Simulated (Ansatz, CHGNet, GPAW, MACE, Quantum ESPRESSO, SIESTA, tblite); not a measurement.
**Random packing of 64AlN-36Al2O3 (mol %) (86 atoms) in tblite**

How near does tblite come to plane waves for random packing of 64AlN-36Al2O3 (mol %) (86 atoms)?

Main program and level: tblite 0.8.0; the method is named at each step.

## 1. The starting structure

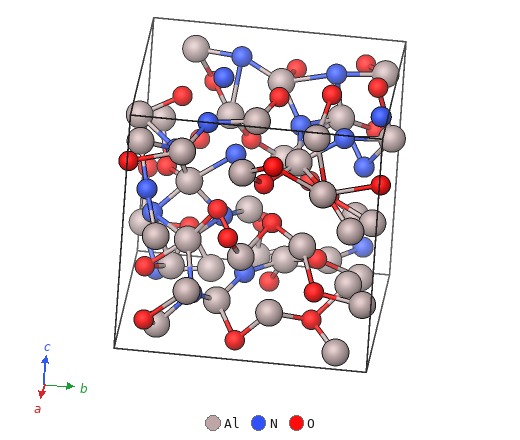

Start, viewed slightly off an axis; aluminium light grey, nitrogen blue, oxygen red. Bonds to atoms that aren't drawn are left out. Some periodic images of atoms are drawn too.

The cell holds 86 atoms: 38 Al, 18 N and 30 O. Cell: a = 9.738 Å, b = 9.738 Å, c = 9.738 Å, α = 90.0°, β = 90.0°, γ = 90.0°. 86 atoms (38 Al, 18 N, 30 O) packed at random in a cube at 3.16 g/cm³ and pushed apart as soft spheres, cations and anions kept from their own kind; a start for melting by ab initio MD, not an equilibrated structure. Then every atom was moved at random, 0.03 Å r.m.s. a Cartesian component.

The yardstick, on the same geometry:

| Property | Result |
| --- | --- |
| method | Kohn-Sham DFT, PBE, PAW, plane waves (Ansatz 0.2.0); cutoff 420 eV, Γ point, fermi-dirac smearing of 0.05 eV; PAW set soft_2 |
| r.m.s. force component | 1.796 eV/Å |
| longest force | 6.263 eV/Å |
| pressure | 4.911 GPa |
| SCF cycles | 11 |
| time | 8.7 s on 4 threads of Arm Neoverse V2, shared host |
| CPU time | 31 s |

## 2. GFN1-xTB

Method: GFN1-xTB tight binding, diagonalisation.

Input file run.py:

```python
import numpy as np
from ase.io import read
from tblite.ase import TBLite

atoms = read("structure.xyz")
atoms.calc = TBLite(method="GFN1-xTB", electronic_temperature=580, accuracy=1.0, max_iterations=250, mixer_damping=0.4, verbosity=1)
energy = atoms.get_potential_energy()
forces = atoms.get_forces()
print(f"energy {energy:.6f} eV")
print("forces (eV/A)")
for i, (a, f) in enumerate(zip(atoms, forces)):
    print(f"{i:4d} {a.symbol:2s} {f[0]:10.5f} {f[1]:10.5f} {f[2]:10.5f}")
stress = -atoms.get_stress(voigt=False) * 160.21766
print("stress (GPa, compression positive)")
for row in stress:
    print(" ".join(f"{x:10.4f}" for x in row))
print("charges (e)")
print(np.array2string(atoms.get_charges(), precision=4, suppress_small=True, max_line_width=110, threshold=100000))
```

Input file structure.xyz:

```xyz
86
Lattice="9.73820 0.00000 0.00000 0.00000 9.73820 0.00000 0.00000 0.00000 9.73820" Properties=species:S:1:pos:R:3 pbc="T T T"
Al 9.64491 2.62191 2.62328
Al 0.44601 5.40519 4.59049
Al 8.71540 4.38482 7.35517
Al 8.26238 8.65745 5.15297
Al 5.53363 6.30996 6.65401
Al 4.56838 2.10209 5.04478
Al 0.48116 4.61951 0.46831
Al 2.80022 8.45285 3.49971
Al 2.26102 3.35510 6.95122
Al 2.73984 4.36018 3.32443
Al 7.30190 6.78626 3.93842
Al 8.26910 5.75722 1.46521
Al 7.18231 7.04403 8.43503
Al 6.79025 8.61753 2.31905
Al 1.96137 7.47680 1.20199
Al 6.47678 3.60099 1.01540
Al 8.29276 1.98727 7.81578
Al 2.06898 5.20906 8.45597
Al 6.29906 2.31195 3.34449
Al 4.28120 8.88017 1.58538
Al 1.18251 1.78530 9.11525
Al 1.86370 9.16472 9.10668
Al 4.05216 9.72418 7.38146
Al 6.48944 0.24657 7.32605
Al 2.16120 7.59940 7.22574
Al 6.23878 4.64356 8.50427
Al 8.67829 8.43708 0.25524
Al 5.93047 9.32559 4.59419
Al 4.77785 1.63650 1.55441
Al 8.63106 1.22604 4.34596
Al 1.71587 0.23751 1.93362
Al 9.46183 7.58060 7.08814
Al 7.70905 1.42226 0.31834
Al 1.90937 0.72102 6.41699
Al 7.54487 4.47246 3.36007
Al 2.89312 3.05575 0.80379
Al 9.13950 9.36270 2.52570
Al 3.84639 5.92336 1.85240
N 1.68159 3.59661 9.18264
N 4.44481 3.46417 3.67997
N 6.59997 2.79720 8.40514
N 4.81778 0.78626 3.70587
N 2.28409 7.31436 9.08827
N 3.31722 8.68949 5.77943
N 2.60808 0.93740 0.41193
N 7.89846 2.71482 1.82728
N 7.36724 0.68177 5.73044
N 3.29784 6.14812 7.25058
N 0.53482 8.68297 1.27337
N 5.29174 1.55996 6.63016
N 4.95022 4.49223 1.62803
N 4.63538 3.81913 6.36498
N 4.77873 7.94949 7.50825
N 4.44442 3.13726 9.42073
N 0.89221 6.57027 5.97351
N 6.67573 9.42453 9.36396
[... 26 atom lines left out ...]
O 9.41148 1.04023 1.16858
O 7.38730 7.55645 6.30558
O 0.49275 2.13257 5.09483
O 4.73471 5.34355 8.95340
```

On the command line:

```bash
$ OMP_NUM_THREADS=1 python run.py > output.txt
```

The log of the run:

```text
------------------------------------------------------------
  cycle        total energy    energy error   density error
------------------------------------------------------------
      1     -210.8895495235  -2.1097681E+02   1.0030950E+00
      2     -147.0410897025   6.3848460E+01   1.0173518E+00
      3     -54.03928458161   9.3001805E+01   1.3467100E+00
      4     -222.7183080980  -1.6867902E+02   6.6126574E-01
      5     -222.4194732412   2.9883486E-01   5.7041236E-01
      6     -230.2397309755  -7.8202577E+00   4.7303794E-01
      7     -241.9753985648  -1.1735668E+01   3.1152653E-01
      8     -237.6052152974   4.3701833E+00   3.5350892E-01
      9     -242.8046761330  -5.1994608E+00   2.6624224E-01
     10     -244.4200351532  -1.6153590E+00   2.1290615E-01
     11     -246.1206707336  -1.7006356E+00   1.3416609E-01
     12     -246.6082938716  -4.8762314E-01   1.0174759E-01
     13     -247.0127980122  -4.0450414E-01   7.0460599E-02
     14     -246.9892211621   2.3576850E-02   7.2682027E-02
     15     -247.1906930570  -2.0147189E-01   3.9163874E-02
     16     -247.2302058056  -3.9512749E-02   2.7113453E-02
     17     -247.2079865845   2.2219221E-02   2.9015749E-02
     18     -247.2559743017  -4.7987717E-02   1.4092341E-02
     19     -247.2503336424   5.6406593E-03   1.5579323E-02
     20     -247.2619874527  -1.1653810E-02   8.3684946E-03
     21     -247.2621345663  -1.4711361E-04   7.1304226E-03
     22     -247.2648492026  -2.7146363E-03   3.2429830E-03
     23     -247.2652354844  -3.8628178E-04   2.5177740E-03
     24     -247.2652252662   1.0218195E-05   2.2003446E-03
[...]
28     -247.2656074055  -4.1958646E-06   3.3748906E-04
     29     -247.2656115334  -4.1279240E-06   1.9781373E-04
     30     -247.2656129828  -1.4494595E-06   1.4002139E-04
     31     -247.2656131369  -1.5403577E-07   1.2264962E-04
     32     -247.2656137358  -5.9891812E-07   7.2166711E-05
     33     -247.2656137963  -6.0504618E-08   6.0366352E-05
     34     -247.2656139060  -1.0964845E-07   3.8427979E-05
     35     -247.2656139736  -6.7622096E-08   1.8599743E-05
------------------------------------------------------------
 total:                                   7.491 sec
energy -6728.440072 eV
forces (eV/A)
   0 Al    1.97593    0.79768    0.38304
   1 Al    0.09800   -0.90865   -0.31819
   2 Al   -0.45690    0.57476   -1.77924
   3 Al    1.90648    0.01912    1.14003
   4 Al   -1.08332   -0.69253   -2.36080
   5 Al   -2.09722    1.62574    1.06621
   6 Al   -0.72352    0.58136    0.57589
   7 Al    0.02009   -1.21854    4.30045
   8 Al    1.24417   -0.80917   -1.41121
   9 Al   -0.47324    0.01984    1.30027
  10 Al   -1.44375   -0.13841    1.16859
  11 Al    0.00298    1.49841    1.03464
  12 Al   -0.96533    0.46353    1.08462
  13 Al   -0.77034   -0.70049   -0.25891
  14 Al   -1.02803   -3.09649    0.81275
  15 Al   -0.25258    0.60915   -1.23961
  16 Al    0.44078   -1.51021   -1.91672
  17 Al    1.43654    3.09437   -0.47441
  18 Al    1.13326   -0.03127    0.60486
  19 Al    1.42314   -0.16723   -1.52392
  20 Al   -1.13730   -0.09462   -0.89018
  21 Al    0.50697    0.49552   -0.16641
  22 Al    0.83105   -0.03578    0.68562
  23 Al    0.70627   -1.19331    1.94136
[...]
78 O    -0.01728    2.30572   -2.08534
  79 O    -0.49796   -0.10666   -0.77353
  80 O     0.44469   -2.84228    3.29826
  81 O    -1.12286   -0.24135    3.89242
  82 O     1.00673    0.88327   -1.20435
  83 O     1.80764    0.92074    1.55905
  84 O    -0.83876   -1.70677   -0.37474
  85 O     1.65743   -1.46367   -0.80944
stress (GPa, compression positive)
   24.3018    -2.4222    -0.2655
   -2.4222    27.6373    -0.6875
   -0.2655    -0.6875    24.9154
charges (e)
[ 0.3317  0.4175  0.4524  0.3349  0.4487  0.351   0.4941  0.2555  0.3516  0.3618  0.3797  0.4659  0.3469
  0.3514  0.3509  0.2773  0.3579  0.4265  0.3501  0.321   0.3272  0.3573  0.325   0.2865  0.3581  0.3727
  0.4856  0.2707  0.276   0.3401  0.3586  0.4852  0.2897  0.4564  0.3642  0.3871  0.4251  0.4502 -0.1723
 -0.0678 -0.2059 -0.1591 -0.128  -0.0429 -0.1507 -0.2383 -0.1573 -0.0744 -0.1608 -0.1465 -0.1434 -0.0729
 -0.0239 -0.0884 -0.0743 -0.149  -0.4099 -0.3613 -0.3557 -0.4562 -0.3269 -0.4378 -0.3447 -0.3616 -0.4545
 -0.3769 -0.3823 -0.3722 -0.4218 -0.3606 -0.3612 -0.349  -0.3622 -0.4144 -0.3822 -0.3996 -0.394  -0.4417
 -0.3737 -0.4416 -0.405  -0.4766 -0.4576 -0.424  -0.3172 -0.3643]
```

Wall time 8 s (1 thread of Arm Neoverse V2, shared host); peak memory 0.13 GiB.

Banners, paths, timers and routine set-up lines are dropped from the logs unmarked, and long logs keep their key lines alone; longer cuts are marked.

Numbers from this run, and their distance from the reference:

```yaml
r_m_s_force_component: 1.304 eV/Å
r_m_s_difference_of_force_components: 952 meV/Å
longest_difference_of_force_vectors: 3393 meV/Å
force_difference_over_r_m_s_force: 53 %
slope_of_forces_against_the_reference_s: 0.6231
correlation_of_force_components: 0.8583
pressure: 25.62 GPa
pressure_difference: 20.71 GPa
```

Length of the force difference by element (eV/Å):

```csv
element,atoms,mean,most
Al,38,1.7,3.4
N,18,1.5,3.0
O,30,1.3,2.5
```

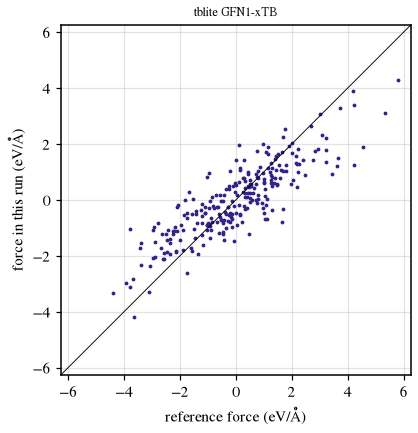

Force components against those of the reference; the line marks equality.

A closer look about Al7, whose charge lies farthest from its element's mean: 9 atoms, nearest first, numbered in the order of the input, with positions taken from that point.

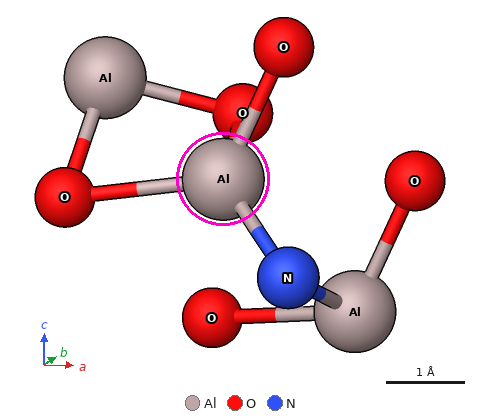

The atoms of the table, within 2.5 Å (arrows a, b, c point along x, y, z); some may hide others; the central atom is ringed.

```csv
atom,x,y,z,distance (Å),Mulliken charge (e),Fx,Fy,Fz (eV/Å)
Al7,0.00,0.00,0.00,0.00,0.49,-0.72,0.58,0.58
O77,-0.28,1.72,0.52,1.82,-0.39,-0.28,0.29,-2.60
N39,1.20,-1.02,-1.02,1.88,-0.17,-1.02,-1.87,0.77
O81,0.76,0.18,1.74,1.91,-0.41,0.44,-2.84,3.30
O80,-2.10,-0.11,-0.34,2.13,-0.44,-0.50,-0.11,-0.77
O74,-0.46,1.00,-2.03,2.31,-0.41,0.81,-0.52,-0.73
Al18,1.59,0.59,-1.75,2.44,0.43,1.44,3.09,-0.47
O57,2.36,0.70,-0.01,2.47,-0.41,-1.08,0.26,1.03
Al12,-1.95,1.14,1.00,2.47,0.47,0.00,1.50,1.03
```

Atoms are counted from 1 here, from 0 in the log.

Forces lie 53 % from the reference's, at 0.26 times its CPU time (on 1 against 4 cores).

## 3. What came out

```
force difference from the reference : tblite GFN1-xTB, 53 %
its CPU time                        : 8 s
```

What this shows: Tight binding differs by 53 % (tblite GFN1-xTB); it is another model, with fitted parameters of its own, and the xTB methods hold dispersion. One electronic-structure run takes under half the reference's CPU time: tblite GFN1-xTB, at 53 % in 8 s against 31 s; its pressure misses by +20.7 GPa. Periodic xTB results under one method name differ between programs and library versions. The reference's stress is far from hydrostatic: its diagonal is 3.1, 8.3, 3.4 GPa, compression counted positive. The reference's pressure of 4.9 GPa belongs to a cell and atoms that aren't relaxed at this level. The electronic-structure runs sample only Γ, in a cell whose shortest periodic width is 10 Å, which is coarse for a cell with partly filled levels.

[Also dropped from logs without a mark: logging warnings of Python, and SIESTA's first energy breakdown and zero terms.]

[Logs are printed without paths, hosts, clocks, repeated set-up lines and the standing remarks that a program may print on its own settings, such as how far it seeks lower states.]

[Hosts, paths, dates, database ids (printed as entryN), source tags and the programs' standing remarks are cut or masked in the printed files.]
